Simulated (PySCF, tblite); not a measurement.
# C6H5F2O−: dynamics, then NMR shifts on frames, part 2 of 2

tblite 0.8.0 and PySCF 2.14.0. Atoms count from 0. Earlier steps stand in the parts before.

### 5 Nuclear shieldings: 625 fs, PBE0/pcSseg-1

Job settings and geometry (Å):

```
{"job": {"kind": "nmr", "xc": "PBE0", "basis": "pcSseg-1", "pop": false}, "charge": -1, "multiplicity": 1}
F      2.934400    -1.443200     0.520200
C      2.413000    -0.272300     0.103900
F      3.548400     0.247400    -0.448200
O      1.345800    -0.312500    -0.685100
C      0.088200    -0.381900     0.082100
C     -0.438900    -1.461200     0.835300
C     -1.677400    -1.016100     1.289400
C     -1.888600     0.315800     0.942200
C     -0.753700     0.778200     0.211200
H      2.094700     0.253400     1.029900
H      0.079200    -2.377100     0.872100
H     -2.407100    -1.657300     1.852900
H     -2.665300     0.926800     1.303100
H     -0.598700     1.690800    -0.310300
```

Level: GIAO PBE0/pcSseg-1 NMR shielding, non-relativistic, gas phase.

The log of the run:

```text
coarse grid: 12880 points
cycle   1  E = -505.6882542761  dE =  1.593e+00  |g| = 9.533e-01  |ddm| = 3.532e+00
cycle   2  E = -505.5587766465  dE =  1.295e-01  |g| = 1.300e+00  |ddm| = 1.674e+00
cycle   3  E = -505.8701605419  dE = -3.114e-01  |g| = 7.634e-02  |ddm| = 9.442e-01
cycle   4  E = -505.8707829490  dE = -6.224e-04  |g| = 6.000e-02  |ddm| = 1.436e-01
cycle   5  E = -505.8716587579  dE = -8.758e-04  |g| = 1.256e-02  |ddm| = 6.648e-02
cycle   6  E = -505.8716914040  dE = -3.265e-05  |g| = 4.200e-03  |ddm| = 1.280e-02
cycle   7  E = -505.8716952074  dE = -3.803e-06  |g| = 9.399e-04  |ddm| = 4.174e-03
final grid: 128528 points
cycle   8  E = -505.9487646925  dE = -3.055e-05  |g| = 1.232e-02  |ddm| = 3.156e-02
cycle   9  E = -505.9487311389  dE =  3.355e-05  |g| = 1.839e-02  |ddm| = 2.371e-02
cycle  10  E = -505.9487942460  dE = -6.311e-05  |g| = 1.416e-03  |ddm| = 1.433e-02
cycle  11  E = -505.9487946474  dE = -4.013e-07  |g| = 3.037e-04  |ddm| = 1.413e-03
cycle  12  E = -505.9487946609  dE = -1.351e-08  |g| = 1.272e-04  |ddm| = 3.391e-04
cycle  13  E = -505.9487946641  dE = -3.231e-09  |g| = 4.011e-05  |ddm| = 1.349e-04
cycle  14  E = -505.9487946645  dE = -3.741e-10  |g| = 1.223e-05  |ddm| = 4.765e-05
converged SCF energy = -505.9487946645

GIAO shielding tensors (ppm)
atom      isotropic    diamagn.    paramagn.     s11        s22        s33       span
  0 F      269.043     472.470    -203.427    172.087    273.744    361.299    189.212
  1 C       57.947     241.659    -183.712     36.729     53.992     83.119     46.390
  2 F      269.963     470.307    -200.344    172.015    276.886    360.987    188.972
  3 O      179.588     403.196    -223.607    122.074    179.156    237.536    115.463
  4 C       25.182     251.851    -226.668    -28.671     39.358     64.860     93.531
  5 C       91.555     252.583    -161.028     28.387     85.132    161.146    132.758
  6 C       88.432     253.963    -165.532     16.039     89.046    160.210    144.170
  7 C       87.767     252.889    -165.122     10.062     85.233    168.006    157.944
  8 C       87.143     250.644    -163.500     22.875     85.163    153.391    130.516
  9 H       25.006      28.511      -3.505     21.840     26.278     26.901      5.061
 10 H       26.443      33.644      -7.200     23.894     26.342     29.095      5.201
 11 H       25.879      30.057      -4.178     22.726     25.468     29.443      6.717
 12 H       26.728      32.742      -6.015     24.410     26.604     29.169      4.759
 13 H       26.219      33.293      -7.074     24.238     26.243     28.178      3.940
```

Run time: 20 s. Hardware: 1 thread of Arm Neoverse V1, shared host; peak memory 0.81 GiB.

In short: δ C4 161.7, C1 129.0, C8 99.8, C7 99.2, H9 6.71, H11 5.84 ppm.

### 6 NMR shieldings: 800 fs, PBE0/pcSseg-1

Job settings and geometry (Å):

```
{"job": {"kind": "nmr", "xc": "PBE0", "basis": "pcSseg-1", "pop": false}, "charge": -1, "multiplicity": 1}
F      3.224300    -1.803900     0.183200
C      2.568800    -0.627000     0.313600
F      3.448700     0.363200    -0.196200
O      1.471900    -0.660300    -0.427600
C      0.146600    -0.362700     0.163500
C     -0.326500    -1.162800     1.186400
C     -1.432700    -0.570800     1.780900
C     -1.618300     0.625500     1.085400
C     -0.575400     0.822400     0.158600
H      2.423900    -0.388600     1.397100
H      0.080500    -2.025100     1.593300
H     -2.111900    -1.134200     2.432900
H     -2.515000     1.360800     1.352800
H     -0.606600     1.746500    -0.432200
```

With the program's defaults for keys left out, this is: GIAO PBE0/pcSseg-1 NMR shielding, non-relativistic, gas phase.

The log of the run:

```text
coarse grid: 12880 points
cycle   1  E = -505.6648469388  dE =  1.593e+00  |g| = 9.851e-01  |ddm| = 3.501e+00
cycle   2  E = -505.5131560788  dE =  1.517e-01  |g| = 1.372e+00  |ddm| = 1.849e+00
cycle   3  E = -505.8629206363  dE = -3.498e-01  |g| = 6.891e-02  |ddm| = 1.047e+00
cycle   4  E = -505.8633871179  dE = -4.665e-04  |g| = 5.379e-02  |ddm| = 1.112e-01
cycle   5  E = -505.8640142539  dE = -6.271e-04  |g| = 1.146e-02  |ddm| = 5.408e-02
cycle   6  E = -505.8640389875  dE = -2.473e-05  |g| = 4.822e-03  |ddm| = 1.348e-02
cycle   7  E = -505.8640442731  dE = -5.286e-06  |g| = 9.641e-04  |ddm| = 5.092e-03
final grid: 128528 points
cycle   8  E = -505.9422358422  dE = -3.241e-05  |g| = 1.200e-02  |ddm| = 3.147e-02
cycle   9  E = -505.9422040117  dE =  3.183e-05  |g| = 1.790e-02  |ddm| = 2.437e-02
cycle  10  E = -505.9422636768  dE = -5.967e-05  |g| = 1.248e-03  |ddm| = 1.457e-02
cycle  11  E = -505.9422639777  dE = -3.009e-07  |g| = 3.836e-04  |ddm| = 1.399e-03
cycle  12  E = -505.9422640027  dE = -2.495e-08  |g| = 1.170e-04  |ddm| = 3.925e-04
cycle  13  E = -505.9422640054  dE = -2.761e-09  |g| = 4.229e-05  |ddm| = 1.413e-04
cycle  14  E = -505.9422640058  dE = -4.140e-10  |g| = 1.149e-05  |ddm| = 4.930e-05
converged SCF energy = -505.9422640058

GIAO shielding tensors (ppm)
atom      isotropic    diamagn.    paramagn.     s11        s22        s33       span
  0 F      259.836     470.087    -210.251    163.447    273.271    342.791    179.344
  1 C       52.923     243.319    -190.397     32.804     50.324     75.640     42.837
  2 F      240.899     473.285    -232.386    122.436    228.973    371.289    248.852
  3 O      184.129     402.478    -218.349    131.467    175.600    245.321    113.854
  4 C       45.253     246.243    -200.990     16.546     49.219     69.993     53.448
  5 C       90.763     253.191    -162.428     21.103     91.609    159.578    138.475
  6 C       83.557     257.923    -174.366     -3.343     91.223    162.791    166.134
  7 C       75.334     254.173    -178.839     -1.687     86.179    141.511    143.198
  8 C       95.655     249.215    -153.561     34.174     87.880    164.911    130.737
  9 H       25.197      28.286      -3.089     23.078     25.807     26.707      3.629
 10 H       27.082      34.701      -7.619     24.311     27.775     29.160      4.849
 11 H       26.065      32.060      -5.995     23.941     26.015     28.239      4.298
 12 H       24.964      28.952      -3.988     21.813     24.573     28.504      6.692
 13 H       25.877      31.642      -5.764     22.792     26.012     28.827      6.035
```

It took 21 s on 1 thread of Arm Neoverse V1, shared host; peak memory 0.81 GiB.

In short: δ C4 141.7, C1 134.0, C7 111.6, C6 103.4, H12 6.75, H9 6.52 ppm.

### 7 Shielding tensors: 1000 fs, PBE0/pcSseg-1

Job settings and geometry (Å):

```
{"job": {"kind": "nmr", "xc": "PBE0", "basis": "pcSseg-1", "pop": false}, "charge": -1, "multiplicity": 1}
F      3.361000    -1.603600     0.689100
C      2.541100    -0.505000     0.359600
F      3.450900     0.239900    -0.372400
O      1.432300    -0.633500    -0.325000
C      0.202500    -0.349900     0.521500
C     -0.713200    -1.351600     0.638300
C     -1.753200    -0.922700     1.432600
C     -1.471400     0.388300     1.734300
C     -0.249000     0.788800     1.223300
H      2.404400     0.167300     1.377000
H     -0.619500    -2.299800     0.242200
H     -2.496900    -1.587600     1.956000
H     -2.017900     1.134300     2.399200
H      0.297000     1.723200     1.242000
```

Method: GIAO PBE0/pcSseg-1 NMR shielding, non-relativistic, gas phase.

The log of the run:

```text
coarse grid: 12880 points
cycle   1  E = -505.6428925879  dE =  1.621e+00  |g| = 1.008e+00  |ddm| = 3.545e+00
cycle   2  E = -505.4530493192  dE =  1.898e-01  |g| = 1.457e+00  |ddm| = 1.842e+00
cycle   3  E = -505.8488025743  dE = -3.958e-01  |g| = 8.676e-02  |ddm| = 1.111e+00
cycle   4  E = -505.8497580603  dE = -9.555e-04  |g| = 6.357e-02  |ddm| = 1.573e-01
cycle   5  E = -505.8506955128  dE = -9.375e-04  |g| = 1.481e-02  |ddm| = 7.064e-02
cycle   6  E = -505.8507416858  dE = -4.617e-05  |g| = 4.323e-03  |ddm| = 1.504e-02
cycle   7  E = -505.8507456644  dE = -3.979e-06  |g| = 1.042e-03  |ddm| = 4.498e-03
final grid: 128528 points
cycle   8  E = -505.9286582855  dE = -2.825e-05  |g| = 1.241e-02  |ddm| = 3.156e-02
cycle   9  E = -505.9286220172  dE =  3.627e-05  |g| = 1.881e-02  |ddm| = 2.353e-02
cycle  10  E = -505.9286883599  dE = -6.634e-05  |g| = 1.434e-03  |ddm| = 1.399e-02
cycle  11  E = -505.9286887435  dE = -3.836e-07  |g| = 3.173e-04  |ddm| = 1.302e-03
cycle  12  E = -505.9286887582  dE = -1.470e-08  |g| = 1.062e-04  |ddm| = 2.921e-04
cycle  13  E = -505.9286887603  dE = -2.112e-09  |g| = 3.878e-05  |ddm| = 1.182e-04
cycle  14  E = -505.9286887606  dE = -3.372e-10  |g| = 9.617e-06  |ddm| = 4.162e-05
converged SCF energy = -505.9286887606

GIAO shielding tensors (ppm)
atom      isotropic    diamagn.    paramagn.     s11        s22        s33       span
  0 F      235.814     470.493    -234.679    136.050    208.957    362.435    226.385
  1 C       47.507     240.328    -192.821     25.882     41.943     74.697     48.815
  2 F      242.238     472.615    -230.377    129.357    247.706    349.652    220.294
  3 O      169.428     403.254    -233.825    119.785    166.013    222.488    102.703
  4 C       24.848     250.675    -225.826    -12.359     29.540     57.364     69.722
  5 C       91.525     248.581    -157.056     25.683     87.857    161.034    135.351
  6 C       95.817     254.622    -158.805     24.128     99.483    163.841    139.714
  7 C       89.404     253.060    -163.656     21.340     87.725    159.147    137.807
  8 C      103.374     253.589    -150.215     52.240     97.212    160.669    108.429
  9 H       22.813      25.658      -2.845     18.313     24.080     26.048      7.735
 10 H       27.084      33.997      -6.913     24.402     28.044     28.806      4.404
 11 H       25.945      30.179      -4.234     22.974     25.442     29.419      6.446
 12 H       25.907      29.485      -3.578     22.302     25.308     30.112      7.810
 13 H       26.481      33.228      -6.748     23.763     26.875     28.805      5.042
```

Wall time 20 s (1 thread of Arm Neoverse V1, shared host); peak memory 0.81 GiB.

This run: δ C4 162.1, C1 139.4, C7 97.5, C5 95.4, H9 8.90, H12 5.81 ppm.

### 8 Comparing the runs: NMR shifts

Shifts (ppm) of some atoms, chosen among heavy atoms and hydrogens apart, with basis size and wall time:

```
  frame     C4    C8    H9   H12     F0     F2     O3  functions  time
 250 fs  134.7  90.5  6.43  5.43  -78.8  -95.7  132.6        178  25 s
 425 fs  149.8  89.5  7.05  5.40  -51.2  -31.5  156.2        178  22 s
 625 fs  161.7  99.8  6.71  4.99  -98.1  -99.0  156.5        178  20 s
 800 fs  141.7  91.3  6.52  6.75  -88.9  -70.0  151.9        178  21 s
1000 fs  162.1  83.6  8.90  5.81  -64.9  -71.3  166.7        178  20 s
```

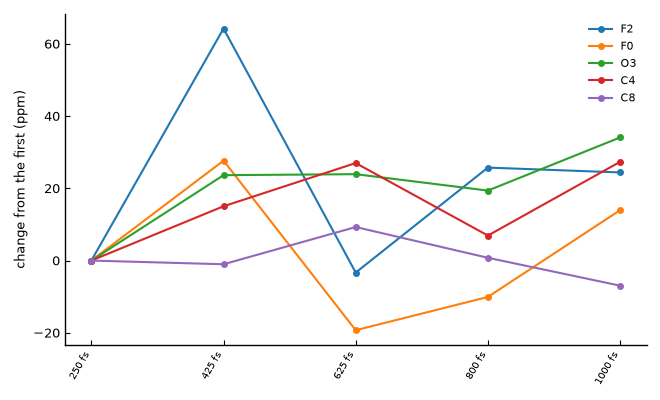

How five of the tabulated atoms move from run to run.

### 9 Outcome

This closing draws on all 2 parts.

```
                                        quantity                                      value
                                      thermostat                                      300 K
                   mean temperature, second half                                      352 K
         mean potential energy above the minimum                                    0.55 eV
  13C shifts against TMS (PBE0/pcSseg-1, 250 fs)  134.7, 128.1, 102.0, 99.3, 99.2, 90.5 ppm
   1H shifts against TMS (PBE0/pcSseg-1, 250 fs)           6.43, 5.96, 5.43, 5.33, 4.88 ppm
19F shifts against CFCl3 (PBE0/pcSseg-1, 250 fs)                           -78.8, -95.7 ppm
  17O shifts against H2O (PBE0/pcSseg-1, 250 fs)                                  132.6 ppm
                        range of the shift of F2                         -99.0 to -31.5 ppm
```

What this shows: In the second half the potential energy averages 0.55 eV above the minimum; equipartition over 36 harmonic modes at 300 K would give 0.47 eV. With 14 atoms the temperature swings widely (177 to 478 K). Shifts at one fixed geometry are not the observed spectrum, which averages over the motion. In the first frame run (250 fs): Shielding is most anisotropic at F0 (span 266 ppm, paramagnetic term -221 ppm). NICS(1)zz of -31 ppm above the planar ring from C4 marks a diatropic (aromatic) ring current. Across the 5 runs the shift of F2 moves most, between -99.0 (625 fs) and -31.5 ppm (425 fs).
